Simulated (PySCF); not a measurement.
BH4N, charge −1, doublet, SMILES `[BH2-]N`.

Method: B3LYP/6-311+G**; geometry: GFN2-xTB; program: PySCF. The highest occupied Kohn–Sham orbital has positive energy, a self-interaction fault of such functionals for anions. No frequency check shows the geometry to be a minimum. The stability of the open-shell solution wasn't checked. GFN2-xTB doesn't know the spin state, so this open-shell geometry is rough.

Coordinates in Å:

```
B1       0.8656   -0.0001   -0.1839
N2      -0.6926    0.0001    0.1373
H3       1.3897    1.0378    0.2806
H4       1.3900   -1.0373    0.2808
H5      -1.1298    0.8122   -0.3016
H6      -1.1295   -0.8126   -0.3014
```

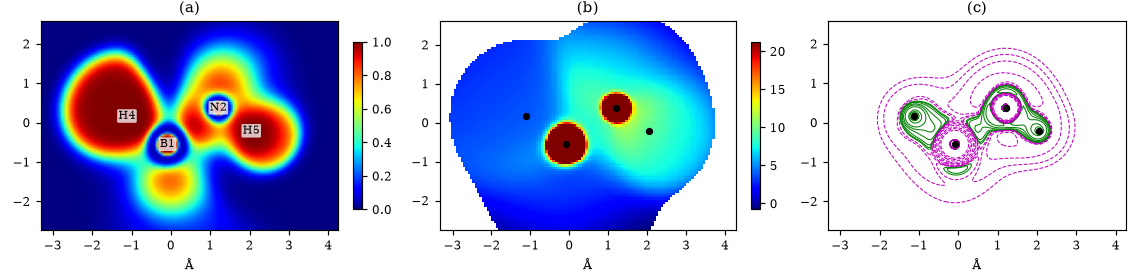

Three fields in the plane of B1, N2, H4 and H5. (c): solid green lines positive, dashed magenta lines negative.

Question: The panels show, in some order, the average local ionisation energy, electron localisation function (ELF) and negative Laplacian of the density (−∇²ρ). Which is which?

Answer: (a) is the electron localisation function (ELF): it runs from 0 to 1 and is close to 1 over wide basins that fill the valence regions. (b) is the average local ionisation energy: it is high near the heavier nuclei and lowest where loosely bound electrons reach out. (c) is the negative Laplacian of the density (−∇²ρ): shells alternate in sign around each nucleus and valence concentrations outline the bonding and non-bonding pairs.
